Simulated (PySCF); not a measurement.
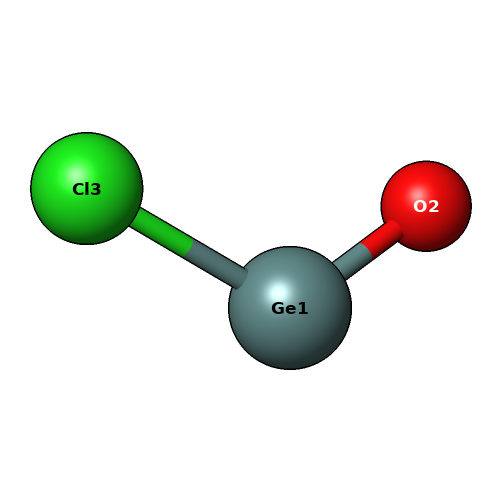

Every bond is drawn as one stick. State: neutral, doublet. The computed structure is the end point of a PBE0/def2-TZVP optimisation. Method: PBE0/def2-TZVP (PySCF 2.14.0).

List the Mayer bond orders of Ge1–O2, Ge1–Cl3.

```
   bond  Mayer order  length (Å)
 Ge1–O2         1.87       1.660
Ge1–Cl3         1.04       2.167
```
